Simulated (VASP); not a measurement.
# A VASP study of MgB2 (PBEsol + D3(BJ)): structure first, properties next, part 4 of 5

Wanted: the relaxed cell of MgB2 and its properties. The start is a cell from a database of measured crystal structures.

VASP 6.6.1; PBEsol with D3(BJ); plane waves and PAW (Mg, B).

Still holding for the runs below: The k-mesh is coarse for a metal.

So far. Step 9 (Volume scan with PBEsol + D3(BJ) (run 2)): The run ends at a pressure of 7.24 GPa.

### 10. Volume scan with PBEsol + D3(BJ) (run 3)

File INCAR:

```
SYSTEM = MgB2
PREC = Accurate
ENCUT = 420
EDIFF = 1E-06
NELM = 100
ISMEAR = 0
SIGMA = 0.05
LREAL = .FALSE.
ALGO = Normal
GGA = PS
IVDW = 12
NBANDS = 10
LORBIT = 11
LWAVE = .FALSE.
LCHARG = .FALSE.
KPAR = 2
ISIF = 2
```

File POSCAR:

```
MgB2
1.0
    3.0163646763      0.0000000000      0.0000000000
   -1.5081823382      2.6122484368      0.0000000000
    0.0000000000      0.0000000000      3.4422250152
Mg B
1 2
Direct
    0.0000000000      0.0000000000      0.0000000000
    0.3333333333      0.6666666667      0.5000000000
    0.6666666667      0.3333333333      0.5000000000
```

File KPOINTS:

```
Automatic mesh
0
Gamma
7 7 6
0 0 0
```

The projector-augmented-wave data sets are Mg and B (PBE family, release 64).

Run with:

```bash
$ mpirun -np 2 vasp_std
```

Log:

```text
[... set-up lines as in an earlier step ...]
 entering main loop
       N       E                     dE             d eps       ncg     rms          rms(c)
DAV:   1    -0.294524024238E+01   -0.29452E+01   -0.37597E+03   752   0.577E+02
DAV:   2    -0.176155607114E+02   -0.14670E+02   -0.13732E+02   898   0.939E+01
DAV:   3    -0.179211382450E+02   -0.30558E+00   -0.30426E+00   816   0.107E+01
DAV:   4    -0.179217805831E+02   -0.64234E-03   -0.64229E-03   836   0.529E-01
[...]
DAV:  10    -0.161945224838E+02    0.21449E-04   -0.13189E-03   776   0.199E-01    0.334E-02
DAV:  11    -0.161944695325E+02    0.52951E-04   -0.21286E-04   696   0.796E-02    0.189E-03
DAV:  12    -0.161944697479E+02   -0.21537E-06   -0.22500E-06   762   0.114E-02
   1 F= -.16949278E+02 E0= -.16949047E+02  d E =-.461130E-03
```

Run time: 2.4 s. Hardware: 2 MPI ranks of Intel Xeon 6975P-C (Granite Rapids), shared host; peak memory 0.26 GiB.

From OUTCAR (step 10):

```text
 Edisp (eV)   -0.75481

  Total       0.65646     0.65646     0.43820    -0.00000    -0.00000    -0.00000
  in kB      38.77769    38.77769    25.88504    -0.00000    -0.00000    -0.00000
  external pressure =       34.48 kB  Pullay stress =        0.00 kB

 POSITION                                       TOTAL-FORCE (eV/Angst)
 -----------------------------------------------------------------------------------
      0.00000      0.00000      0.00000         0.000000      0.000000     -0.000000
     -0.00000      1.74150      1.72111        -0.000000     -0.000000      0.000000
      1.50818      0.87075      1.72111         0.000000      0.000000     -0.000000
 -----------------------------------------------------------------------------------
    total drift:                                0.000000     -0.000000     -0.000000

  FREE ENERGIE OF THE ION-ELECTRON SYSTEM (eV)
  ---------------------------------------------------
  free  energy   TOTEN  =       -16.9492776018 eV

  energy  without entropy=      -16.9488164721  energy(sigma->0) =      -16.94904704

[... 1 part as in an earlier step ...]

[... 2 further parts left out ...]
[key lines of the parts left out:]
E-fermi :   5.5321
```

The pressure falls from 7.24 to 3.45 GPa.

The run ends at a pressure of 3.45 GPa.

### 11. Volume scan with PBEsol + D3(BJ) (run 4)

INCAR is that of step 10.

File POSCAR:

```
MgB2
1.0
    3.0367461370      0.0000000000      0.0000000000
   -1.5183730685      2.6298992995      0.0000000000
    0.0000000000      0.0000000000      3.4654839979
Mg B
1 2
Direct
    0.0000000000      0.0000000000      0.0000000000
    0.3333333333      0.6666666667      0.5000000000
    0.6666666667      0.3333333333      0.5000000000
```

KPOINTS is that of step 10.

Run with:

```bash
$ mpirun -np 2 vasp_std
```

Log:

```text
[... set-up lines as in an earlier step ...]
 entering main loop
       N       E                     dE             d eps       ncg     rms          rms(c)
[... 12 cycles as in an earlier step ...]
   1 F= -.16955213E+02 E0= -.16954877E+02  d E =-.673765E-03
```

Wall time 2.4 s (2 MPI ranks); peak memory 0.26 GiB; 2.8 s of CPU time.

OUTCAR, selected parts (step 11):

```text
 Edisp (eV)   -0.73944

[... 6 parts as in an earlier step ...]

[... 1 further part left out ...]
[key lines of the parts left out:]
E-fermi :   5.3854
```

The pressure falls from 3.45 to 0.00 GPa.

The run ends at a pressure of 0.00 GPa.

### 12. Volume scan with PBEsol + D3(BJ) (run 5)

INCAR is that of step 11.

File POSCAR:

```
MgB2
1.0
    3.0568576247      0.0000000000      0.0000000000
   -1.5284288123      2.6473163587      0.0000000000
    0.0000000000      0.0000000000      3.4884348919
Mg B
1 2
Direct
    0.0000000000      0.0000000000      0.0000000000
    0.3333333333      0.6666666667      0.5000000000
    0.6666666667      0.3333333333      0.5000000000
```

KPOINTS is that of step 11.

Run with:

```bash
$ mpirun -np 2 vasp_std
```

Log:

```text
[... set-up lines as in an earlier step ...]
 entering main loop
       N       E                     dE             d eps       ncg     rms          rms(c)
DAV:   1    -0.123975679120E+01   -0.12398E+01   -0.36146E+03   704   0.571E+02
DAV:   2    -0.175079655881E+02   -0.16268E+02   -0.15323E+02   862   0.955E+01
DAV:   3    -0.178613938688E+02   -0.35343E+00   -0.35237E+00   808   0.121E+01
DAV:   4    -0.178622780074E+02   -0.88414E-03   -0.88406E-03   830   0.610E-01
[...]
DAV:  10    -0.162251553343E+02    0.20633E-04   -0.12060E-03   790   0.188E-01    0.333E-02
DAV:  11    -0.162251046640E+02    0.50670E-04   -0.19687E-04   714   0.757E-02    0.163E-03
DAV:  12    -0.162251049006E+02   -0.23661E-06   -0.21333E-06   746   0.110E-02
   1 F= -.16949779E+02 E0= -.16949328E+02  d E =-.901956E-03
```

It took 2.8 s on 2 MPI ranks; peak memory 0.26 GiB.

OUTCAR, selected parts (step 12):

```text
 Edisp (eV)   -0.72467

  Total      -0.62279    -0.62279    -0.41470    -0.00000    -0.00000     0.00000
  in kB     -35.34597   -35.34597   -23.53613    -0.00000    -0.00000     0.00000
  external pressure =      -31.41 kB  Pullay stress =        0.00 kB

 POSITION                                       TOTAL-FORCE (eV/Angst)
 -----------------------------------------------------------------------------------
      0.00000      0.00000      0.00000         0.000000      0.000000      0.000000
     -0.00000      1.76488      1.74422         0.000000     -0.000000     -0.000000
      1.52843      0.88244      1.74422        -0.000000      0.000000      0.000000
 -----------------------------------------------------------------------------------
    total drift:                                0.000000     -0.000000     -0.000000

  FREE ENERGIE OF THE ION-ELECTRON SYSTEM (eV)
  ---------------------------------------------------
  free  energy   TOTEN  =       -16.9497790153 eV

  energy  without entropy=      -16.9488770595  energy(sigma->0) =      -16.94932804

[... 1 part as in an earlier step ...]

[... 2 further parts left out ...]
[key lines of the parts left out:]
E-fermi :   5.2438
```

The pressure falls from 0.00 to -3.14 GPa.

The run ends at a pressure of -3.14 GPa.

### 13. Volume scan with PBEsol + D3(BJ) (run 6)

INCAR is that of step 12.

File POSCAR:

```
MgB2
1.0
    3.0767079057      0.0000000000      0.0000000000
   -1.5383539529      2.6645072064      0.0000000000
    0.0000000000      0.0000000000      3.5110877013
Mg B
1 2
Direct
    0.0000000000      0.0000000000      0.0000000000
    0.3333333333      0.6666666667      0.5000000000
    0.6666666667      0.3333333333      0.5000000000
```

KPOINTS is that of step 12.

Run with:

```bash
$ mpirun -np 2 vasp_std
```

Log:

```text
[... set-up lines as in an earlier step ...]
 entering main loop
       N       E                     dE             d eps       ncg     rms          rms(c)
DAV:   1    -0.148925267806E+01   -0.14893E+01   -0.34558E+03   752   0.563E+02
DAV:   2    -0.174559604946E+02   -0.15967E+02   -0.15351E+02   914   0.944E+01
DAV:   3    -0.178184172226E+02   -0.36246E+00   -0.36179E+00   802   0.116E+01
DAV:   4    -0.178191994630E+02   -0.78224E-03   -0.78218E-03   826   0.631E-01
[...]
DAV:  10    -0.162235641971E+02    0.21539E-04   -0.11004E-03   762   0.180E-01    0.317E-02
DAV:  11    -0.162235200847E+02    0.44112E-04   -0.16814E-04   724   0.700E-02    0.162E-03
DAV:  12    -0.162235203103E+02   -0.22556E-06   -0.18795E-06   736   0.102E-02
   1 F= -.16933988E+02 E0= -.16933426E+02  d E =-.112245E-02
```

Run time: 2.6 s. Hardware: 2 MPI ranks; peak memory 0.27 GiB; 3 s of CPU time.

OUTCAR, selected parts (step 13):

```text
 Edisp (eV)   -0.71047

  Total      -1.20999    -1.20999    -0.81473     0.00000     0.00000    -0.00000
  in kB     -67.35173   -67.35173   -45.35027     0.00000     0.00000    -0.00000
  external pressure =      -60.02 kB  Pullay stress =        0.00 kB

 POSITION                                       TOTAL-FORCE (eV/Angst)
 -----------------------------------------------------------------------------------
      0.00000      0.00000      0.00000        -0.000000      0.000000      0.000000
     -0.00000      1.77634      1.75554         0.000000     -0.000000      0.000000
      1.53835      0.88817      1.75554        -0.000000      0.000000     -0.000000
 -----------------------------------------------------------------------------------
    total drift:                                0.000000     -0.000000      0.000000

  FREE ENERGIE OF THE ION-ELECTRON SYSTEM (eV)
  ---------------------------------------------------
  free  energy   TOTEN  =       -16.9339875820 eV

  energy  without entropy=      -16.9328651281  energy(sigma->0) =      -16.93342636

[... 1 part as in an earlier step ...]

[... 2 further parts left out ...]
[key lines of the parts left out:]
E-fermi :   5.1071
```

The pressure falls from -3.14 to -6.00 GPa.

The run ends at a pressure of -6.00 GPa.

### 14. Volume scan with PBEsol + D3(BJ) (run 7)

INCAR is that of step 13.

File POSCAR:

```
MgB2
1.0
    3.0963052997      0.0000000000      0.0000000000
   -1.5481526499      2.6814790474      0.0000000000
    0.0000000000      0.0000000000      3.5334519202
Mg B
1 2
Direct
    0.0000000000      0.0000000000      0.0000000000
    0.3333333333      0.6666666667      0.5000000000
    0.6666666667      0.3333333333      0.5000000000
```

KPOINTS is that of step 13.

Run with:

```bash
$ mpirun -np 2 vasp_std
```

Log:

```text
[... set-up lines as in an earlier step ...]
 entering main loop
       N       E                     dE             d eps       ncg     rms          rms(c)
DAV:   1    -0.163249573949E+01   -0.16325E+01   -0.33753E+03   712   0.558E+02
DAV:   2    -0.173244612434E+02   -0.15692E+02   -0.14656E+02   810   0.901E+01
DAV:   3    -0.177673597418E+02   -0.44290E+00   -0.44187E+00   860   0.129E+01
DAV:   4    -0.177683059820E+02   -0.94624E-03   -0.94620E-03   796   0.625E-01
[...]
DAV:  10    -0.162119988885E+02    0.20373E-04   -0.98068E-04   788   0.172E-01    0.294E-02
DAV:  11    -0.162119626165E+02    0.36272E-04   -0.13056E-04   730   0.620E-02    0.186E-03
DAV:  12    -0.162119628102E+02   -0.19378E-06   -0.17053E-06   774   0.950E-03
   1 F= -.16908754E+02 E0= -.16908096E+02  d E =-.131600E-02
```

Wall time 2.8 s (2 MPI ranks); peak memory 0.26 GiB; 3.4 s of CPU time.

Parts of OUTCAR (step 14):

```text
 Edisp (eV)   -0.69679

  Total      -1.76605    -1.76605    -1.19703     0.00000     0.00000    -0.00000
  in kB     -96.44877   -96.44877   -65.37324     0.00000     0.00000    -0.00000
  external pressure =      -86.09 kB  Pullay stress =        0.00 kB

 POSITION                                       TOTAL-FORCE (eV/Angst)
 -----------------------------------------------------------------------------------
      0.00000      0.00000      0.00000         0.000000      0.000000      0.000000
     -0.00000      1.78765      1.76673         0.000000      0.000000      0.000000
      1.54815      0.89383      1.76673        -0.000000     -0.000000     -0.000000
 -----------------------------------------------------------------------------------
    total drift:                                0.000000     -0.000000      0.000000

  FREE ENERGIE OF THE ION-ELECTRON SYSTEM (eV)
  ---------------------------------------------------
  free  energy   TOTEN  =       -16.9087541209 eV

  energy  without entropy=      -16.9074381217  energy(sigma->0) =      -16.90809612

[... 1 part as in an earlier step ...]

[... 2 further parts left out ...]
[key lines of the parts left out:]
E-fermi :   4.9748
```

The pressure falls from -6.00 to -8.61 GPa.

The run ends at a pressure of -8.61 GPa.

### 15. Fit for PBEsol + D3(BJ)

This step: Birch-Murnaghan fit, PBEsol with D3(BJ); plane waves and PAW (VASP 6.6.1).

This step runs nothing: it gathers the runs above.

Numbers from this step:

- pressure derivative of the bulk modulus: 3.722
- r.m.s. error of the fit: 1.20e-6 eV/atom
- minimum inside the sampled range: yes
- bulk modulus: 164.6 GPa
- equilibrium volume of the fit: 9.225 Å³/atom

Energy above the fitted minimum against volume:

```csv
volume (Å³/atom),energy above the fitted minimum (eV/atom)
8.672,0.0188
8.856,0.00806
9.041,0.00194
9.226,-1.3e-7
9.410,0.00185
9.595,0.00715
9.779,0.0156
```

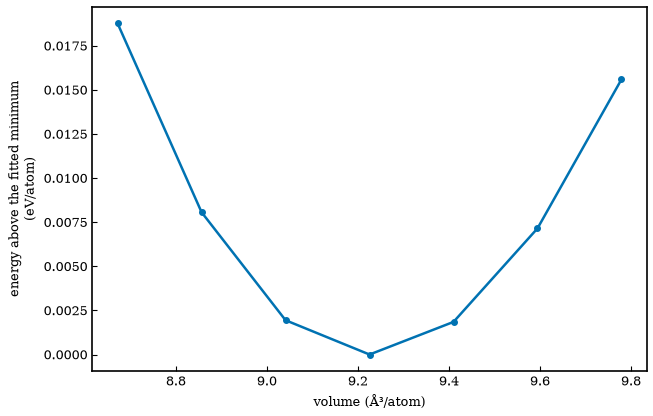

Energy above the fitted minimum, plotted against volume.

The fitted volume lies -0.01 % from the relaxed one.

### 16. Volume scan with PBEsol + D3(BJ) (run 8)

This step: PBEsol with D3(BJ); plane waves and PAW (Mg, B) (VASP 6.6.1).

INCAR is that of step 14.

File POSCAR:

```
MgB2
1.0
    2.9747543315      0.0000000000      0.0000000000
   -1.4873771658      2.5762128211      0.0000000000
    0.0000000000      0.0000000000      3.3947399843
Mg B
1 2
Direct
    0.0000000000      0.0000000000      0.0000000000
    0.3333333333      0.6666666667      0.5000000000
    0.6666666667      0.3333333333      0.5000000000
```

KPOINTS is that of step 14.

Run with:

```bash
$ mpirun -np 2 vasp_std
```

Log:

```text
[... set-up lines as in an earlier step ...]
 entering main loop
       N       E                     dE             d eps       ncg     rms          rms(c)
[... 12 cycles as in an earlier step ...]
   1 F= -.16898670E+02 E0= -.16898589E+02  d E =-.162434E-03
```

Wall time 2.4 s (2 MPI ranks); peak memory 0.25 GiB; 2.8 s of CPU time.

Parts of OUTCAR (step 16):

```text
 Edisp (eV)   -0.78748

[... 6 parts as in an earlier step ...]

[... 1 further part left out ...]
[key lines of the parts left out:]
E-fermi :   5.8425
```

The pressure here is 11.40 GPa.

The run ends at a pressure of 11.40 GPa.

### 17. Volume scan with PBEsol + D3(BJ) (run 9)

INCAR is that of step 16.

File POSCAR:

```
MgB2
1.0
    2.9957039959      0.0000000000      0.0000000000
   -1.4978519979      2.5943557627      0.0000000000
    0.0000000000      0.0000000000      3.4186473916
Mg B
1 2
Direct
    0.0000000000      0.0000000000      0.0000000000
    0.3333333333      0.6666666667      0.5000000000
    0.6666666667      0.3333333333      0.5000000000
```

KPOINTS is that of step 16.

Run with:

```bash
$ mpirun -np 2 vasp_std
```

Log:

```text
[... set-up lines as in an earlier step ...]
 entering main loop
       N       E                     dE             d eps       ncg     rms          rms(c)
[... 12 cycles as in an earlier step ...]
   1 F= -.16930831E+02 E0= -.16930688E+02  d E =-.286193E-03
```

Run time: 2.4 s. Hardware: 2 MPI ranks; peak memory 0.25 GiB.

From OUTCAR (step 17):

```text
 Edisp (eV)   -0.77081

[... 6 parts as in an earlier step ...]

[... 1 further part left out ...]
[key lines of the parts left out:]
E-fermi :   5.6843
```

The pressure falls from 11.40 to 7.24 GPa.

The run ends at a pressure of 7.24 GPa.

### 18. Volume scan with PBEsol + D3(BJ) (run 10)

INCAR is that of step 17.

File POSCAR:

```
MgB2
1.0
    3.0163646763      0.0000000000      0.0000000000
   -1.5081823382      2.6122484368      0.0000000000
    0.0000000000      0.0000000000      3.4422250152
Mg B
1 2
Direct
    0.0000000000      0.0000000000      0.0000000000
    0.3333333333      0.6666666667      0.5000000000
    0.6666666667      0.3333333333      0.5000000000
```

KPOINTS is that of step 17.

Run with:

```bash
$ mpirun -np 2 vasp_std
```

Log:

```text
[... set-up lines as in an earlier step ...]
 entering main loop
       N       E                     dE             d eps       ncg     rms          rms(c)
[... 12 cycles as in an earlier step ...]
   1 F= -.16949278E+02 E0= -.16949047E+02  d E =-.461130E-03
```

The job ended after 2.4 s (2 MPI ranks; peak memory 0.26 GiB; 2.8 s of CPU time).

From OUTCAR (step 18):

```text
 Edisp (eV)   -0.75481

[... 6 parts as in an earlier step ...]

[... 1 further part left out ...]
[key lines of the parts left out:]
E-fermi :   5.5321
```

The pressure falls from 7.24 to 3.45 GPa.

The run ends at a pressure of 3.45 GPa.

### 19. Volume scan with PBEsol + D3(BJ) (run 11)

INCAR is that of step 18.

File POSCAR:

```
MgB2
1.0
    3.0367461370      0.0000000000      0.0000000000
   -1.5183730685      2.6298992995      0.0000000000
    0.0000000000      0.0000000000      3.4654839979
Mg B
1 2
Direct
    0.0000000000      0.0000000000      0.0000000000
    0.3333333333      0.6666666667      0.5000000000
    0.6666666667      0.3333333333      0.5000000000
```

KPOINTS is that of step 18.

Run with:

```bash
$ mpirun -np 2 vasp_std
```

Log:

```text
[... set-up lines as in an earlier step ...]
 entering main loop
       N       E                     dE             d eps       ncg     rms          rms(c)
[... 12 cycles as in an earlier step ...]
   1 F= -.16955213E+02 E0= -.16954877E+02  d E =-.673765E-03
```

Run time: 2.4 s. Hardware: 2 MPI ranks; peak memory 0.24 GiB.

Parts of OUTCAR (step 19):

```text
 Edisp (eV)   -0.73944

[... 6 parts as in an earlier step ...]

[... 1 further part left out ...]
[key lines of the parts left out:]
E-fermi :   5.3854
```

The pressure falls from 3.45 to 0.00 GPa.

The run ends at a pressure of 0.00 GPa.

### 20. Volume scan with PBEsol + D3(BJ) (run 12)

INCAR is that of step 19.

File POSCAR:

```
MgB2
1.0
    3.0568576247      0.0000000000      0.0000000000
   -1.5284288123      2.6473163587      0.0000000000
    0.0000000000      0.0000000000      3.4884348919
Mg B
1 2
Direct
    0.0000000000      0.0000000000      0.0000000000
    0.3333333333      0.6666666667      0.5000000000
    0.6666666667      0.3333333333      0.5000000000
```

KPOINTS is that of step 19.

Run with:

```bash
$ mpirun -np 2 vasp_std
```

Log:

```text
[... set-up lines as in an earlier step ...]
 entering main loop
       N       E                     dE             d eps       ncg     rms          rms(c)
[... 12 cycles as in an earlier step ...]
   1 F= -.16949779E+02 E0= -.16949328E+02  d E =-.901956E-03
```

Wall time 2.4 s (2 MPI ranks); peak memory 0.26 GiB; 2.8 s of CPU time.

Parts of OUTCAR (step 20):

```text
 Edisp (eV)   -0.72467

[... 6 parts as in an earlier step ...]

[... 1 further part left out ...]
[key lines of the parts left out:]
E-fermi :   5.2438
```

The pressure falls from 0.00 to -3.14 GPa.

The run ends at a pressure of -3.14 GPa.

### 21. Volume scan with PBEsol + D3(BJ) (run 13)

INCAR is that of step 20.

File POSCAR:

```
MgB2
1.0
    3.0767079057      0.0000000000      0.0000000000
   -1.5383539529      2.6645072064      0.0000000000
    0.0000000000      0.0000000000      3.5110877013
Mg B
1 2
Direct
    0.0000000000      0.0000000000      0.0000000000
    0.3333333333      0.6666666667      0.5000000000
    0.6666666667      0.3333333333      0.5000000000
```

KPOINTS is that of step 20.

Run with:

```bash
$ mpirun -np 2 vasp_std
```

Log:

```text
[... set-up lines as in an earlier step ...]
 entering main loop
       N       E                     dE             d eps       ncg     rms          rms(c)
[... 12 cycles as in an earlier step ...]
   1 F= -.16933988E+02 E0= -.16933426E+02  d E =-.112245E-02
```

Wall time 2.6 s (2 MPI ranks); peak memory 0.27 GiB; 2.9 s of CPU time.

From OUTCAR (step 21):

```text
 Edisp (eV)   -0.71047

[... 6 parts as in an earlier step ...]

[... 1 further part left out ...]
[key lines of the parts left out:]
E-fermi :   5.1071
```

The pressure falls from -3.14 to -6.00 GPa.

The run ends at a pressure of -6.00 GPa.

### 22. Volume scan with PBEsol + D3(BJ) (run 14)

INCAR is that of step 21.

File POSCAR:

```
MgB2
1.0
    3.0963052997      0.0000000000      0.0000000000
   -1.5481526499      2.6814790474      0.0000000000
    0.0000000000      0.0000000000      3.5334519202
Mg B
1 2
Direct
    0.0000000000      0.0000000000      0.0000000000
    0.3333333333      0.6666666667      0.5000000000
    0.6666666667      0.3333333333      0.5000000000
```

KPOINTS is that of step 21.

Run with:

```bash
$ mpirun -np 2 vasp_std
```

Log:

```text
[... set-up lines as in an earlier step ...]
 entering main loop
       N       E                     dE             d eps       ncg     rms          rms(c)
[... 12 cycles as in an earlier step ...]
   1 F= -.16908754E+02 E0= -.16908096E+02  d E =-.131600E-02
```

The job ended after 2.6 s (2 MPI ranks; peak memory 0.27 GiB; 3 s of CPU time).

[end of part 4 of 5]

[Lines on the potential files, build, host, timing and source positions are cut from VASP's logs without a mark.]

[Logs are printed without paths, hosts, clocks, repeated set-up lines and the standing remarks that a program may print on its own settings, such as how far it seeks lower states.]

[Hosts, paths, dates, database ids (printed as entryN), source tags and the programs' standing remarks are cut or masked in the printed files.]

[A measured line is paired with the nearest computed mode of its activity, which favours agreement.]
